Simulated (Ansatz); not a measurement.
# Single-point calculation of C$_{2}$H$_{5}$FSi

System: C$_{2}$H$_{5}$FSi, SMILES FC=C[SiH3].
Method: RKS PBE0-D4/def2-TZVPP (Ansatz 0.2.0).

The geometry comes from this level: PBE0-D4/def2-TZVP.

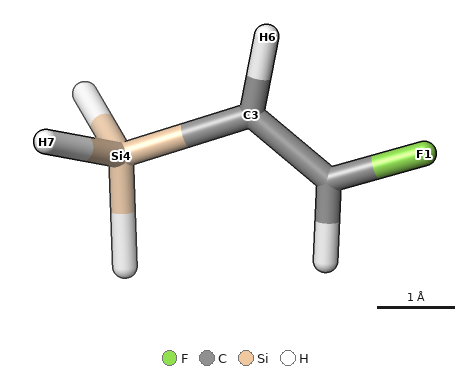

The structure (stick view, seen at a tilt; atoms are numbered from 1 in the order of the input).

The input
```yaml
crystal:
  periodic: [false, false, false]
  atoms:
    - {symbol: F, position_ang: [-1.259910, 2.360947, 0.506445]}
    - {symbol: C, position_ang: [-0.578298, 1.355015, -0.047994]}
    - {symbol: C, position_ang: [-0.336667, 0.219878, 0.584949]}
    - {symbol: Si, position_ang: [0.614064, -1.145010, -0.228863]}
    - {symbol: H, position_ang: [-0.264164, 1.599597, -1.058088]}
    - {symbol: H, position_ang: [-0.716107, 0.118066, 1.598614]}
    - {symbol: H, position_ang: [1.843722, -1.465586, 0.542810]}
    - {symbol: H, position_ang: [-0.206653, -2.381573, -0.316290]}
    - {symbol: H, position_ang: [0.992513, -0.707635, -1.598485]}
basis:
  gaussian: {orbitals: def2-TZVPP}
hamiltonian: {xc: pbe0, dispersion: d4}
output: {orbitals: {seedname: orbitals}}
```

Machine: 2 threads of Arm Neoverse V1, 23 GiB of memory available, shared host.

Run as:
```bash
ansatz run in.yaml --threads 2 --pin off --events-out ev --progress --plain --max-ram 4352MiB
```

Output
```
Functional definition: PBE0
  name "PBE0"
  cite "Adamo & Barone, J. Chem. Phys. 110, 6158 (1999) doi:10.1063/1.478522"
  cite "Perdew, Burke & Ernzerhof, Phys. Rev. Lett. 77, 3865 (1996) doi:10.1103/PhysRevLett.77.3865"
  parent pbe
  parameter a = 0.25
  parameter kappa = 0.804
  parameter beta = 0.06672455060314922
  exchange = (1 - a)*pbe_x(kappa = kappa, mu = beta*pi^2/3) + a*exact_x
  correlation = pbe_c(beta = beta)
1102 factors; their error is unknown
mean field evaluation 1: about -12738.1737 eV, gradient 4.5e1 eV
mean field evaluation 2: about -12736.0959 eV, gradient 5.0e1 eV
mean field evaluation 4: about -12742.7155 eV, gradient 3.8e0 eV
mean field evaluation 8: about -12742.7455 eV, gradient 5.3e-2 eV
mean field evaluation 16: about -12742.7741 eV, gradient 7.3e-5 eV
mean field -12742.77407977 eV, -468.2883100691 hartree, gradient 7.3e-5 eV, S^2 0.000000; 0 other end points of the search recorded, 0 dependent functions left out
reference -12742.77410873 eV, -468.2883111333 hartree; 20, 20 occupied and 185, 185 virtual orbitals, 1102 factors
Total energy: -12742.90109681 eV, -468.2929778591 hartree
```

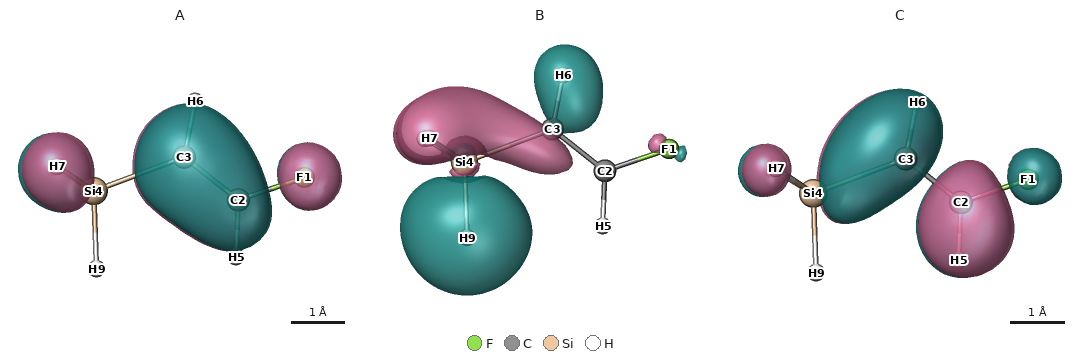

Three frontier orbitals at ±0.1 Å⁻³ᐟ² (teal and pink are the two phases). B is the HOMO−1 (−9.78 eV). By Hirshfeld shares it lies mainly on Si4 (40 %), H9 (40 %) and C3 (10 %). A is the HOMO (−7.87 eV). C is the LUMO (−0.30 eV). It lies mainly on C2 (40 %), C3 (30 %) and Si4 (10 %); π-antibonding (π*) across C2–C3. The HOMO–LUMO gap is 7.57 eV between the orbital energies.

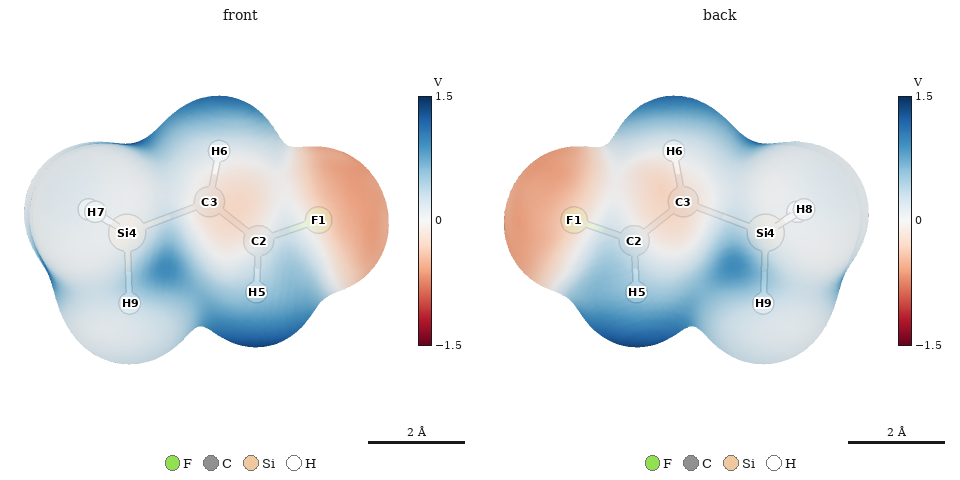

The electrostatic potential painted on the density surface at 0.002 e/bohr³, seen face on and from behind; the colour scale runs from red (negative) to blue (positive).

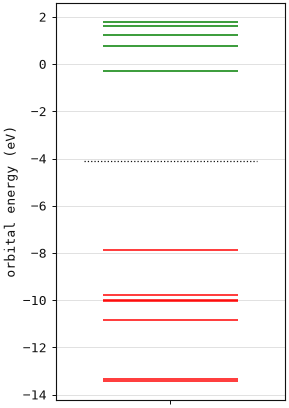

Orbital energies near the frontier; the dotted line parts filled from empty levels, and levels within 0.02 eV of each other stand side by side. Highest filled −7.87 eV, lowest empty −0.30 eV, 7.57 eV apart.

Key numbers

```tsv
quantity	value
outcome	converged
total energy	−12742.9011 eV
mean-field energy	−12742.7741 eV
dispersion energy	−0.1270 eV
SCF solution under orbital rotations	stable
HOMO	−7.87 eV
LUMO	−0.30 eV
wall time	3 s (CPU time 5.8 s)
peak memory	0.37 GiB
```
